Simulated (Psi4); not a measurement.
# BP86/6-311G(d,p) (density fitting) run of [BF2]+ (SMILES F[B+]F)

Wanted: a short trajectory of [BF2]+. Input form: an ASE script.

The calculation is run with Psi4 1.11.

### Step 1. The molecule

[BF2]+: 3 atoms, total charge +1, spin state singlet. SMILES: `F[B+]F`. Geometry: a GFN2-xTB relaxation, a rough one for these elements and not checked as a minimum. The run starts from this shape.

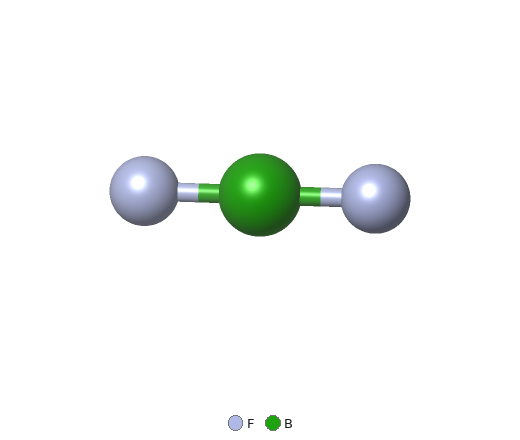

Viewed from a chosen angle; fluorine light blue, boron green.

### Step 2. A short trajectory at BP86/6-311G(d,p) (density fitting)

bf2.xyz reads:

```xyz
3
BF2
F      0.327370     1.133870     0.305680
B      0.000740    -0.000320     0.000370
F     -0.328120    -1.133550    -0.306050
```

bf2_ase.py reads:

```python
import numpy as np
from ase.calculators.psi4 import Psi4
from ase.io import read
from ase import units
from ase.md.velocitydistribution import MaxwellBoltzmannDistribution, Stationary
from ase.md.verlet import VelocityVerlet

mol = read('bf2.xyz')
calc = Psi4(atoms=mol, method='bp86', basis='6-311G**', memory='1600MB', num_threads=1, charge=1, multiplicity=1, label='psi4-calc', reference='rks')
mol.calc = calc

MaxwellBoltzmannDistribution(mol, temperature_K=100.0, rng=np.random.default_rng(85))
Stationary(mol)
dyn = VelocityVerlet(mol, 1.0 * units.fs)
def show():
    ep, ek = mol.get_potential_energy(), mol.get_kinetic_energy()
    print(f'step {dyn.nsteps:3d}  Epot {ep:14.6f}  Ekin {ek:9.6f}  Etot {ep + ek:14.6f} eV  T {mol.get_temperature():7.1f} K')
dyn.attach(show)
dyn.run(15)
```

Command:

```sh
python bf2_ase.py
```

psi4-calc.dat:

```text
gradient() will perform analytic gradient computation.

   => Loading Basis Set <=

    Name: 6-311G**
    Role: ORBITAL
    Keyword: BASIS

         ---------------------------------------------------------
                                   SCF
                              RKS Reference
                        1 Threads,   1525 MiB Core
         ---------------------------------------------------------

  ==> Geometry <==

    Molecular point group: c1
    Full point group: C1

    Geometry (in Angstrom), charge = 1, multiplicity = 1:

       Center              X                  Y                   Z               Mass
    ------------   -----------------  -----------------  -----------------  -----------------
         F            0.372393184968     1.157878035916     0.310413247416    18.998403162730
         B           -0.046700370819     0.005434320707     0.032295123254    11.009305360000
         F           -0.345330981983    -1.161027147743    -0.329127813609    18.998403162730

  Running in c1 symmetry.

  Rotational constants: A =    364.91627  B =      0.28162  C =      0.28141 [cm^-1]
  Rotational constants: A = 10939914.48613  B =   8442.84415  C =   8436.33344 [MHz]
  Nuclear repulsion =   54.955041630090200

  Charge       = 1
  Multiplicity = 1
  Electrons    = 22
  Nalpha       = 11
  Nbeta        = 11

  ==> Algorithm <==
[... 65 lines left out ...]
    Weights Tolerance      =       1.00E-15
[... 57 lines left out ...]
   @DF-RKS iter   1:  -224.26172026671088    7.04905e-02   7.08395e-03 ADIIS/DIIS
[... 2 lines left out ...]
   @DF-RKS iter   4:  -224.30254378445284   -2.00961e-04   1.10935e-04 ADIIS/DIIS
[... 2 lines left out ...]
   @DF-RKS iter   7:  -224.30255692009462   -9.87589e-08   1.11318e-06 DIIS
[... 2 lines left out ...]
  Energy and wave function converged.
[... 35 lines left out ...]
    Nuclear Repulsion Energy =             54.9550416300902000
[... 2 lines left out ...]
    DFT Exchange-Correlation Energy =     -24.6652074708304703
[... 2 lines left out ...]
    Total Energy =                       -224.3025569211693835
[... 16 lines left out ...]
 Dipole Z            :          0.0949414           -0.0131440            0.0817974
[... 46 lines left out ...]
   => Auxiliary Basis Set <=

  Basis Set: (6-311G** AUX)
    Blend: CC-PVTZ-JKFIT
    Number of shells: 75
    Number of basis functions: 237
    Number of Cartesian functions: 288
    Spherical Harmonics?: true
    Max angular momentum: 4

  ==> DFT Potential <==

   => LibXC <=

    Version 7.1.2

   => Composite Functional: BP86 <=

    BP86 GGA Exchange-Correlation Functional

    Deriv               =              1
    GGA                 =           TRUE
    Meta                =          FALSE

    Exchange Hybrid     =          FALSE
    MP2 Hybrid          =          FALSE

   => Exchange Functionals <=

    1.0000     XC_GGA_X_B88

   => Correlation Functionals <=

    1.0000     XC_GGA_C_P86

   => LibXC Density Thresholds  <==

    XC_GGA_C_P86:  1.00E-15
    XC_GGA_X_B88:  1.00E-15

   => Molecular Quadrature <=

    Radial Scheme          =       TREUTLER
    Pruning Scheme         =           NONE
    Nuclear Scheme         =       TREUTLER

    Blocking Scheme        =         OCTREE
    BS radius alpha        =              1
    Pruning alpha          =              1
    Radial Points          =             75
    Spherical Points       =            302
    Total Points           =          65543
    Total Blocks           =            555
    Max Points             =            253
    Max Functions          =             54
    Weights Tolerance      =       1.00E-15

  -Total Gradient:
     Atom            X                  Y                   Z
    ------   -----------------  -----------------  -----------------
       1        0.011031957251     0.020466719178     0.002654674649
       2       -0.009149476780     0.000804074509     0.006204001464
       3       -0.001899178113    -0.021268807195    -0.008847108495

	total time  =          0 seconds =       0.00 minutes
```

On the terminal:

```text
step   0  Epot   -6103.593974  Ekin  0.025451  Etot   -6103.568523 eV  T    65.6 K
step   1  Epot   -6103.591090  Ekin  0.022595  Etot   -6103.568494 eV  T    58.3 K
step   2  Epot   -6103.590297  Ekin  0.021808  Etot   -6103.568489 eV  T    56.2 K
step   3  Epot   -6103.591683  Ekin  0.023167  Etot   -6103.568516 eV  T    59.7 K
step   4  Epot   -6103.594924  Ekin  0.026369  Etot   -6103.568555 eV  T    68.0 K
step   5  Epot   -6103.599396  Ekin  0.030786  Etot   -6103.568610 eV  T    79.4 K
step   6  Epot   -6103.604248  Ekin  0.035583  Etot   -6103.568665 eV  T    91.8 K
step   7  Epot   -6103.608571  Ekin  0.039865  Etot   -6103.568706 eV  T   102.8 K
step   8  Epot   -6103.611572  Ekin  0.042830  Etot   -6103.568743 eV  T   110.4 K
step   9  Epot   -6103.612653  Ekin  0.043892  Etot   -6103.568761 eV  T   113.2 K
step  10  Epot   -6103.611521  Ekin  0.042765  Etot   -6103.568756 eV  T   110.3 K
step  11  Epot   -6103.608222  Ekin  0.039490  Etot   -6103.568733 eV  T   101.8 K
step  12  Epot   -6103.603095  Ekin  0.034412  Etot   -6103.568683 eV  T    88.7 K
step  13  Epot   -6103.596757  Ekin  0.028121  Etot   -6103.568636 eV  T    72.5 K
step  14  Epot   -6103.589941  Ekin  0.021360  Etot   -6103.568581 eV  T    55.1 K
step  15  Epot   -6103.583463  Ekin  0.014931  Etot   -6103.568532 eV  T    38.5 K
```

Wall time 32 s (1 thread of Intel Xeon Platinum 8259CL at 2.50GHz (Skylake/Cascade Lake), shared host); peak memory 0.44 GiB.

The path in brief:

```
step  potential energy change (eV)  largest force (eV/Å)
   0                        0.0000                1.4386
   1                        0.0029                1.5217
   2                        0.0037                1.5415
   3                        0.0023                1.4948
   4                       -0.0010                1.3839
   5                       -0.0054                1.2155
   6                       -0.0103                0.9998
   7                       -0.0146                0.7517
   8                       -0.0176                0.5046
   9                       -0.0187                0.3134
  10                       -0.0175                0.3641
  11                       -0.0142                0.4255
  12                       -0.0091                0.6610
  13                       -0.0028                0.8751
  14                        0.0040                1.0576
  15                        0.0105                1.2034
```

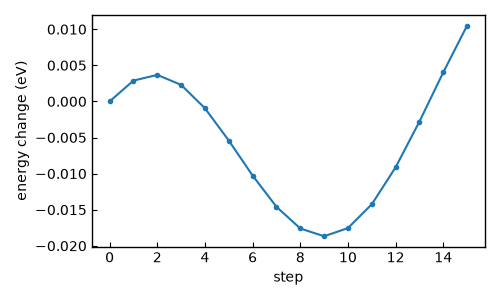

Energy along the run.

### Step 3. Outcome

At BP86/6-311G** (density fitting):

| quantity | value |
| --- | --- |
| potential energy of the last frame | -224.30256 Eh |
